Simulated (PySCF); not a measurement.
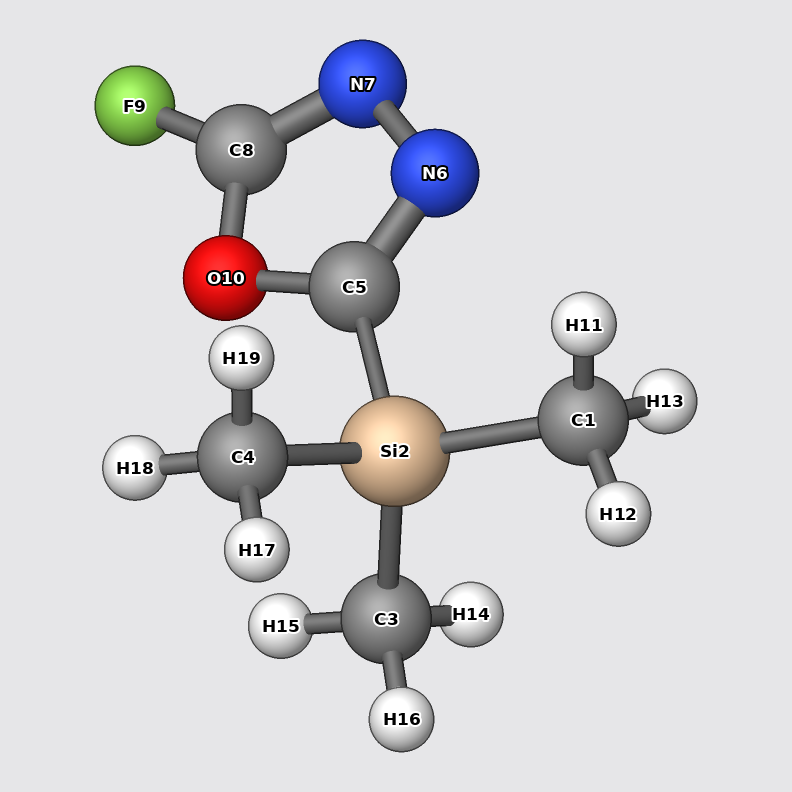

The thickness of each stick grows with its Mayer bond order. The geometry was computed by an optimisation with GFN2-xTB. No frequency run is at hand to confirm it as a minimum. Method: PBE0/pcSseg-1 (PySCF 2.14.0).

Question. Which bond between heavy atoms has the lowest Mayer bond order?

Answer. Si2–C5, 0.73, at 1.899 Å.

List the Mayer bond orders of C1–Si2, Si2–C3, Si2–C4, Si2–C5, C5–N6, C5–O10, N6–N7, N7–C8, C8–F9, C8–O10 (bonds between heavy atoms, one of each equivalent set). Atoms whose distances differ by more than 0.02 Å in this geometry are listed apart.

```json
{"bond": "C1–Si2", "Mayer order": "1.00", "length (Å)": "1.897"}
{"bond": "Si2–C3", "Mayer order": "0.99", "length (Å)": "1.906"}
{"bond": "Si2–C4", "Mayer order": "0.99", "length (Å)": "1.906"}
{"bond": "Si2–C5", "Mayer order": "0.73", "length (Å)": "1.899"}
{"bond": "C5–N6", "Mayer order": "1.68", "length (Å)": "1.291"}
{"bond": "C5–O10", "Mayer order": "0.98", "length (Å)": "1.364"}
{"bond": "N6–N7", "Mayer order": "1.13", "length (Å)": "1.353"}
{"bond": "N7–C8", "Mayer order": "1.70", "length (Å)": "1.282"}
{"bond": "C8–F9", "Mayer order": "1.07", "length (Å)": "1.307"}
{"bond": "C8–O10", "Mayer order": "1.12", "length (Å)": "1.337"}
```

The geometry is semi-empirical. Around Si such bond lengths and angles can be off by a tenth of an ångström or more and by several degrees, and values that hang on the shape move with them.
